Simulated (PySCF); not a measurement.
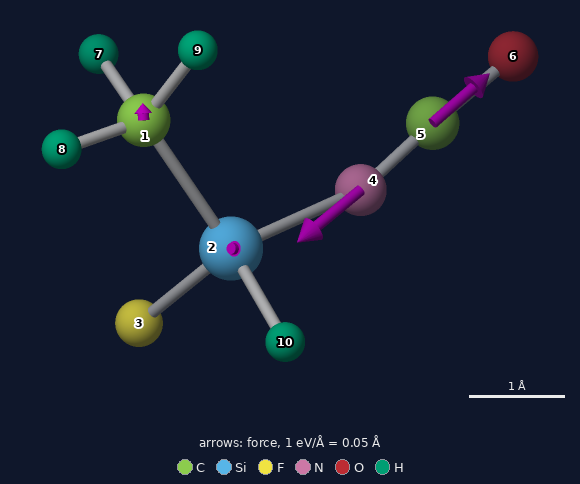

Starting geometry of C2H4FNOSi with the computed forces as purple arrows. Style: ball-and-stick. Shown at a tilt.

The start comes from GFN2-xTB. Its atoms were then displaced at random by about 0.03 Å.

All numbers below come from PBE0-D3(BJ)/def2-SVP geometry optimisation, gas phase in PySCF 2.14.0, density-fitted response routines. 

> Is this structure relaxed? If not, where do the atoms go?

It isn't relaxed: the largest force vector, on N4, is 18.78 eV/Å. The final displacements have little in common with the starting forces (cosine between the two patterns 0.09). Over 12 geometry steps the energy falls by 117.3 kJ/mol. The atom that moves furthest after the best rigid fit is O6 (0.39 Å). By element the largest moves are O 0.39 Å, N 0.30 Å, H 0.20 Å, C 0.14 Å, F 0.13 Å, Si 0.10 Å. Near-neighbour distances that change, for instance: Si2–N4 1.830 → 1.714 Å, N4–C5 1.086 → 1.198 Å, C1–Si2 1.797 → 1.850 Å, C1–H7 1.152 → 1.101 Å. Bond angles that change, for instance: Si2–N4–C5 156.1° → 176.9°, Si2–C1–H9 118.2° → 110.7°, H7–C1–H8 101.3° → 108.4°.
